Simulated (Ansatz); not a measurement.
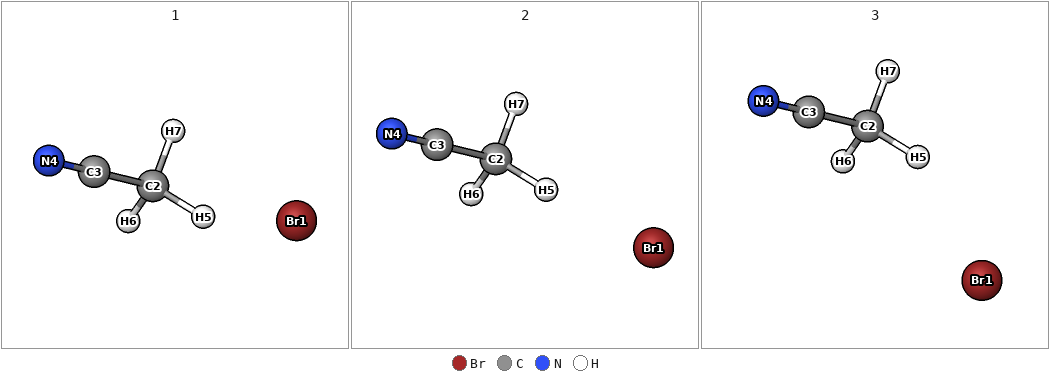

The pair Br···C₂H₃N, charge −1. The first coordinate is: separation of C2 and Br1 along their line in the relaxed pair; the second: sideways slip of Br1. Nothing is relaxed (both partners rigid). The grid has 11 × 11 points. Points are written as (first, second). All energies are given in kcal/mol relative to the ion and the molecule far apart, frozen as in the relaxed pair, each in its own basis (no counterpoise correction). The calculation used RHF/def2-SVPD (Ansatz).

The numbered pictures are structures from this grid.

Rank them by energy, lowest first.

Answer. 1, at (3.599 Å, 0.00 Å): −10.98 kcal/mol; 2, at (4.508 Å, 0.88 Å): −8.65 kcal/mol; 3, at (4.259 Å, 2.20 Å): −7.97 kcal/mol.

The map, with the structures marked:

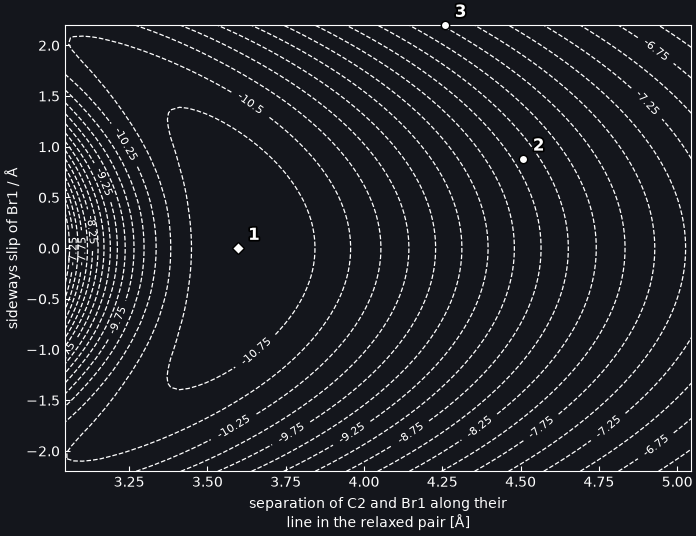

Drawn: contour lines labelled in kcal/mol. Between grid points the surface is interpolated.
